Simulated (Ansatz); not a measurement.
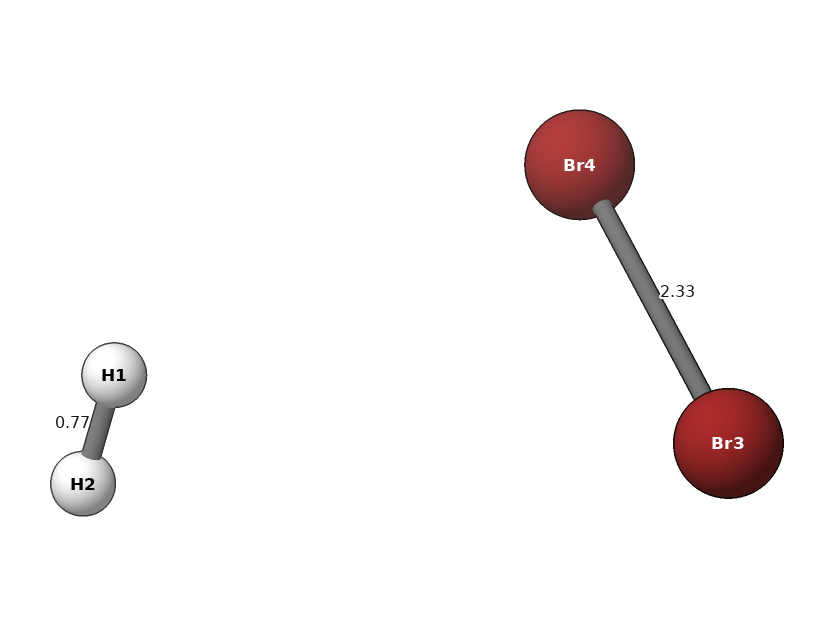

Bond lengths are marked in Å; every bond is drawn as one stick. The computed structure is the end point of a PBE-D4/def2-SVP optimisation. No frequency run is at hand to confirm it as a minimum.

Question: Which of the marked bonds are single, double, triple or aromatic?

Answer: H1–H2 single; Br3–Br4 single.

Question: Give the structure as SMILES.

Answer: BrBr.[H][H]
